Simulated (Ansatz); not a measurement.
# How Ag(111) screens a field, part 2 of 2

Aim: image plane and induced charge of Ag(111).

Ansatz 0.2.0; plane-wave DFT, LDA, Ansatz PAW.

So far. Step 9 (Atoms held, field 0.4 V/Å): The dipole is 0.279 e·Å.

**10. The response**

This step: plane-wave DFT, LDA, Ansatz PAW; screening of a field by a metal slab (Ansatz 0.2.0).

The dipoles give the slope, and the difference of two potentials shows where the field is screened.

This step gave:

```yaml
equivalent_conductor_thickness_p_eps_0ae: 17.40 Å
distance_between_the_outer_atoms: 14.17 Å
inner_field_over_outer_field: -4.14e-4
image_plane_upper_face: 1.610 Å
induced_electrons_on_the_upper_face_over_eps_0e: -1.001
image_plane_lower_face: 1.611 Å
induced_electrons_on_the_lower_face_over_eps_0e: 1.001
```

Table of dipole of the cell by applied field:

| applied field (V/Å) | dipole of the cell (e·Å) |
| --- | --- |
| -0.200 | -0.139 |
| -0.100 | -0.0697 |
| -0.050 | -0.0348 |
| 0.000 | 0 |
| 0.050 | 0.0348 |
| 0.100 | 0.0697 |
| 0.200 | 0.139 |
| 0.400 | 0.279 |

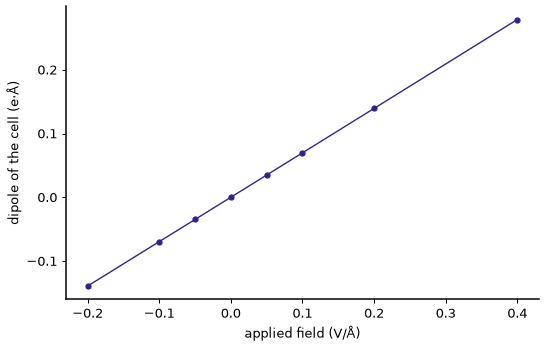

Dipole of the cell, plotted against applied field.

Local field over the applied field, running mean. From the potentials at -0.05 and 0.05 V/Å; running mean over 2.361 Å. The local field over applied field by z:

| z (Å) | local field over applied field |
| --- | --- |
| 5 | 0.988 |
| 6 | 0.923 |
| 7 | 0.674 |
| 8 | 0.280 |
| 9 | 0.0250 |
| 10 | -0.00106 |
| 11 | 0.00349 |
| 12 | -0.00292 |
| 13 | -7.3e-4 |
| 14 | -7.2e-4 |
| 15 | -4.4e-4 |
| 16 | -4.3e-4 |
| 17 | -4.0e-4 |
| 18 | -7.5e-4 |
| 19 | -5.9e-4 |
| 20 | -0.00264 |
| 21 | 0.00231 |
| 22 | 6.1e-4 |
| 23 | 0.00861 |
| 24 | 0.221 |
| 25 | 0.608 |
| 26 | 0.899 |
| 27 | 0.983 |

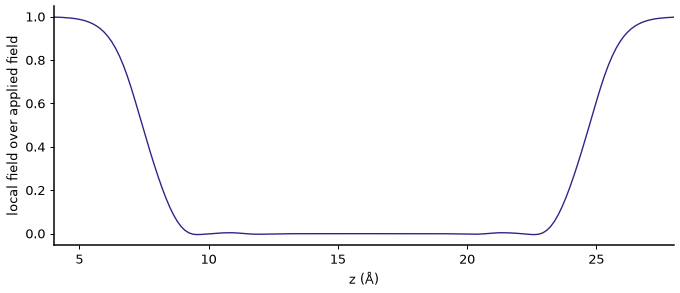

Local field over applied field, plotted against z.

Electrons, planar mean, per unit field. The induced electron density by z:

| z (Å) | induced electron density (e/Å³ per V/Å) |
| --- | --- |
| 5 | 6.3e-5 |
| 6 | 4.2e-4 |
| 7 | 0.00202 |
| 8 | 0.00366 |
| 9 | -1.1e-4 |
| 10 | -2.4e-4 |
| 11 | -6.3e-7 |
| 12 | -3.0e-5 |
| 13 | 3.9e-5 |
| 14 | -2.0e-5 |
| 15 | 1.2e-6 |
| 16 | 0 |
| 17 | -3.7e-6 |
| 18 | 8.8e-6 |
| 19 | -2.4e-5 |
| 20 | 2.6e-5 |
| 21 | 1.0e-5 |
| 22 | 2.7e-6 |
| 23 | 2.2e-4 |
| 24 | -0.00298 |
| 25 | -0.00247 |
| 26 | -5.7e-4 |
| 27 | -8.8e-5 |

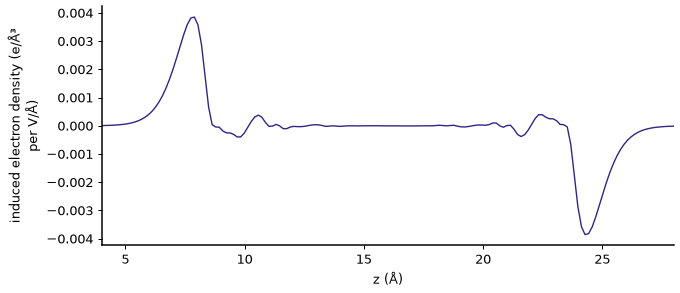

Induced electron density, plotted against z.

By hand: between -0.05 and 0.05 V/Å the dipole changes by 0.06965 e·Å, a slope of 0.6965 e·Å²/V. A perfect conductor of thickness t has p = ε₀AEt, so t = 180.95 × 0.6965 / 7.243 = 17.40 Å (e/ε₀ = 180.95 V·Å, A in Å²). Less the 14.17 Å between the outer atoms, and halved, that puts each image plane 1.62 Å out.

The induced dipole is that of a conductor 17.40 Å thick.

**11. Varying the input**

This step: plane-wave DFT, LDA, Ansatz PAW (Ansatz 0.2.0).

A run with a changed input: it repeats the earlier run at 0.05 V/Å with kpoints.mp_grid.shift to [0.5, 0.5, 0.0], scf.lower_state_search to standard and scf.initial_density.chi_scale to 0.3.

input.yaml reads:

```yaml
crystal:
  lattice:
    - [2.8920667351, 0.0, 0.0]
    - [1.4460333675, 2.504603262, 0.0]
    - [0.0, 0.0, 32.1681756059]
  atoms:
    - { symbol: Ag, position: [0.0, 0.0, 0.2797796216] }
    - { symbol: Ag, position: [0.3333333333, 0.3333333333, 0.3531864144] }
    - { symbol: Ag, position: [0.6666666667, 0.6666666667, 0.4265932072] }
    - { symbol: Ag, position: [0.0, 0.0, 0.5] }
    - { symbol: Ag, position: [0.3333333333, 0.3333333333, 0.5734067928] }
    - { symbol: Ag, position: [0.6666666667, 0.6666666667, 0.6468135856] }
    - { symbol: Ag, position: [0.0, 0.0, 0.7202203784] }
kpoints:
  mp_grid: { grid: [24, 24, 1], shift: [0.5, 0.5, 0.0] }
hamiltonian:
  xc: lda
scf:
  occupations: { method: fermi_dirac, width: 0.1 }
  convergence: { dr2_threshold: 1.0e-10 }
  lower_state_search: standard
  initial_density: { chi_scale: 0.3 }
efield:
  axis: 3
  dipole_correction: true
  ramp_position: 0.97
  ramp_width: 0.06
  amplitude: 0.05
output:
  forces: true
  write_potential: true
  write_density: true
  volumetric_format: npy
```

Run with:

```console
> ansatz run input.yaml --threads 4 --pin off --max-ram 6144MiB --backend cpu --events-out ev --progress --plain --runs-dir out
```

Numbers of over 12 decimals in the logs are rounded to 6 here.

Log:

```text
Warning: crystal.symmetry: narrowed to the stabiliser of the k-point mesh — unitary ops 6 → 2; excluded 4 operations that carry a point of the 24×24×1 mesh (shift [0.5, 0.5, 0]) off the mesh (the run samples exactly the mesh kpoints.mp_grid names, as under crystal.symmetry.detect: false, and its converged state has the mesh's symmetry, not the crystal's; ε∞, the Born charges and the force constants of a linear response (`dielectric:` by the response, `phonons.method: dfpt`) are averaged over those of the crystal's operations that the state keeps within a tolerance, where `mesh_tensors`, `unaveraged_element` or `gamma_mean_max_change_ev_ang2` stands beside them; [rest of the remark cut]
[...]
Crystal: 7 atoms, lattice volume = 233.010 Å³
Basis set: ecut = 420 eV, 4547 PW (Γ)
Bands: 80, of which v1, the nominal top of the filled ones, is band 67 counted from 1 (66 counted from 0)
Symmetry: 2 space group operations
k-points: 156 of 576 (time reversal used)
[...]
SCF iter   1: F=—  HF=-52208.429193 eV  |F-HF|=—  |Δ(HF+E_count)|=         —  Δρ=5.93e-2  dr2=1.27e1  ethr=3.10e-3  p=0.000 e·Å  D=4.49e-13 V/Å  ΔV_dip=-0.00 eV  dr2_dipole=3.36e0  V_vac-E_F(+/−)=5.79/4.31 eV  ⟨swp⟩=7.2  Hψ=49753  notcnv=0  defer=313
[...]
SCF iter  12: F=-52205.833472 eV  HF=-52205.833472 eV  |F-HF|=2.04e-10  |Δ(HF+E_count)|=  1.09e-10  Δρ=1.76e-7  dr2=6.28e-11  ethr=1.00e-12  p=0.035 e·Å  D=2.70e-2 V/Å  ΔV_dip=-0.87 eV  dr2_dipole=5.44e-12  V_vac-E_F(+/−)=5.16/4.55 eV  ⟨swp⟩=18.0  Hψ=82800  notcnv=0
SCF 1 converged in 12 iterations: F = -52205.833472 eV  dr2 = 6.28e-11
[...]
SCF converged after 12 iterations
Free energy (F): -52205.833472 eV
[...]
Internal energy: -52205.765968 eV  (E = F + TS)
E sigma→0 (E₀):  -52205.799720 eV
Entropy (-TS):   -0.067504 eV (-9.643 meV/atom)
Fermi energy:    6.329159 eV
Dipole field:    D = 0.027037 V/Å  (p = 0.034815 e·Å, saw-weighted, corrected)
Work function:   not extracted (applied field tilts the vacuum); planar V_es + V_field profile in the machine report
[...]
--- Forces (eV/Å), atoms counted from 1 ---
  atom   1  Ag     0.00016433     0.00009488     0.37783231
  atom   2  Ag     0.00039042     0.00022541    -0.00120758
  atom   3  Ag    -0.00047820    -0.00027609    -0.02276660
  atom   4  Ag    -0.00000074    -0.00000042     0.00006549
  atom   5  Ag     0.00048078     0.00027758     0.02317830
  atom   6  Ag    -0.00039482    -0.00022795     0.00277333
  atom   7  Ag    -0.00016200    -0.00009353    -0.37988013
  max |Σ_I F_I| component: 4.88e-6 eV/Å
--- Band table (eV; the first three rows and the last of 156) ---
  k-point 0: bands = [... 63 lower, 3.1216, 3.3087, 3.3285, 3.3767, 3.4068, 4.3442, 5.9156, 6.4040, ... 9 higher]
  k-point 1: bands = [... 63 lower, 3.1162, 3.2551, 3.3129, 3.4029, 3.4897, 4.5464, 6.0465, 6.5738, ... 9 higher]
  k-point 2: bands = [... 63 lower, 3.1130, 3.2203, 3.3127, 3.4099, 3.7771, 4.8834, 6.3234, 6.9359, ... 9 higher]
  k-point 155: bands = [... 63 lower, 6.2213, 6.6903, 7.1300, 7.4478, 7.6957, 7.8994, 7.9688, 10.0152, ... 9 higher]
```

Elapsed: 98 s, on 4 threads of Intel Xeon Platinum 8375C at 2.90GHz (Ice Lake), shared host; peak memory 2 GiB; 6.4 min of CPU time.

This step gave:

```yaml
energy_at_zero_smearing: -52205.7997 eV
dipole_along_the_normal: 0.03482 e·Å
```

Force by atom:

| atom | x (eV/Å) | y (eV/Å) | z (eV/Å) | size |
| --- | --- | --- | --- | --- |
| Ag1 | 0.000 | 0.000 | 0.378 | 0.378 |
| Ag2 | 0.000 | 0.000 | -0.001 | 0.001 |
| Ag3 | 0.000 | 0.000 | -0.023 | 0.023 |
| Ag4 | 0.000 | 0.000 | 0.000 | 0.000 |
| Ag5 | 0.000 | 0.000 | 0.023 | 0.023 |
| Ag6 | 0.000 | 0.000 | 0.003 | 0.003 |
| Ag7 | 0.000 | 0.000 | -0.380 | 0.380 |

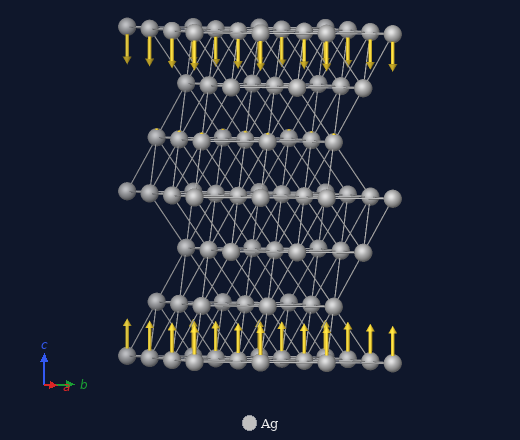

Force as arrows, the longest 0.380 eV/Å. 3×3×1 cells are drawn. Some periodic images of atoms are drawn too.

| quantity | this run | earlier run | difference |
| --- | --- | --- | --- |
| dipole along the normal (e·Å) | 0.03482 | 0.03483 | -1.1e-5 |

The dipole moves by under 0.5 % or 5e-5 e·Å.

**12. Varying the input**

An input spoilt on purpose, to show how the run answers: it repeats the earlier run at 0.05 V/Å with efield.ramp_width from 0.06 to 0.9, and scf.max_iter set to 60.

Changes to input.yaml since step 11:

```diff
@@ -14,3 +14,3 @@
 kpoints:
-  mp_grid: { grid: [24, 24, 1], shift: [0.5, 0.5, 0.0] }
+  mp_grid: { grid: [24, 24, 1] }
 hamiltonian:
@@ -20,4 +20,3 @@
   convergence: { dr2_threshold: 1.0e-10 }
-  lower_state_search: standard
-  initial_density: { chi_scale: 0.3 }
+  max_iter: 60
 efield:
@@ -26,3 +25,3 @@
   ramp_position: 0.97
-  ramp_width: 0.06
+  ramp_width: 0.9
   amplitude: 0.05
```

Log:

```text
Engine: ansatz 0.2.0, x86_64-unknown-linux-gnu
Pseudopotentials: kind: paw
Pseudopotential: Ag, paw, valence charge 19, recommended cutoff 420 eV (normal), Ag.paw.azcp
Functional definition: SPW92
  exchange = slater_x
  correlation = pw_c
Crystal: 7 atoms, lattice volume = 233.010 Å³
Basis set: ecut = 420 eV, 4547 PW (Γ)
Bands: 80, of which v1, the nominal top of the filled ones, is band 67 counted from 1 (66 counted from 0)
Symmetry: 6 space group operations
k-points: 61 of 576 (time reversal used)
Non-local potential: Ag, projectors of the file, l = 0: 3, l = 1: 2, l = 2: 2, l = 3: 1
PAW form: soft (Blöchl's): semilocal exchange-correlation on the pseudo side does not see the compensation charge
PAW frozen core: Ag, regenerated for the run's functional, and the local potential with it (the file was generated under x = pbe(κ = 0.804, μ = 0.219515), c = pbe(β = 0.066725))
PAW one-centre angular grid: Ag, 590 points (default); XC on 64 Gauss nodes
Initial density: superposition of atomic densities (neutral atoms: chi_scale 0, normalization atom, screened)
Initial wavefunctions: pseudopotential atomic-orbital guess
Functional: x = slater, c = lda
Error: efield: ion 0 (Ag) at fractional coordinate 0.2798 along the field axis lies inside the sawtooth ramp with 2 of the planes that the density is read on at each end, [0.9607, 0.8793] — the ramp must sit in vacuum (an ion there feels the fictitious reversed slope); set or move the ramp (efield.ramp_position / ramp_width) or move the geometry
```

Run time: 0.48 s. Hardware: 4 threads; peak memory 0.66 GiB.

The program refused the input before any cycle.

The program's message: “Error: efield: ion 0 (Ag) at fractional coordinate 0.2798 along the field axis lies inside the sawtooth ramp with 2 of the planes that the density is read on at each end, [0.9607, 0.8793] — the ramp m …”

The fault put into the input: a ramp so wide that it reaches the atoms.

**13. Outcome**

| Quantity | Value |
| --- | --- |
| work function | 4.86 eV |
| image plane, upper face | 1.61 Å |
| induced electrons on the upper face over ε₀E | -1.00 |
| equivalent conductor thickness p/(ε₀AE) | 17.4 Å |
| inner field over outer field | -4.1e-4 |

In words: The induced charge has its centre 1.61 Å outside the outermost atoms; this is the plane from which a capacitor's gap or an image potential counts. The equivalent conductor thickness exceeds the distance between the outer atoms by 3.23 Å, about the sum of the two image-plane distances. In the middle of the slab the field is screened to under 0.5 % of its outer value. The atoms are held at bulk positions with the tabulated experimental lattice constant.

[Logs are printed without paths, hosts, clocks, repeated set-up lines and the standing remarks that a program may print on its own settings, such as how far it seeks lower states.]

[Hosts, paths, dates, database ids (printed as entryN), source tags and the programs' standing remarks are cut or masked in the printed files.]

[Maps of the electrostatic potential energy from Ansatz leave out the sawtooth potential of an applied field or a dipole correction, so their vacuum need not be flat; planar profiles and work functions include it.]
